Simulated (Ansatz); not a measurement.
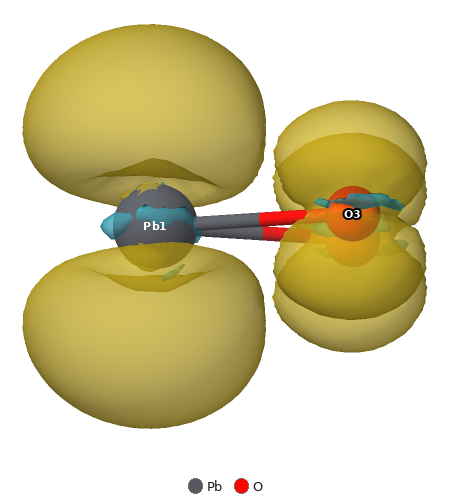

*O$_{2}$Pb (triplet). Isosurfaces of the spin density (α minus β) at +0.015 (yellow) and −0.015 e/Å³ (cyan), seen from one side.*

Geometry: r2SCAN-D4/def2-TZVP; core potentials replace the inner electrons of Pb.

Level of theory: UKS PBE0-D4/def2-TZVP (Ansatz 0.2.0).

> Where is the unpaired spin?

The unpaired spin (2 electrons) lies mostly on O2 (about 0.5) and O3 (about 0.5), in electrons by Hirshfeld's partition.
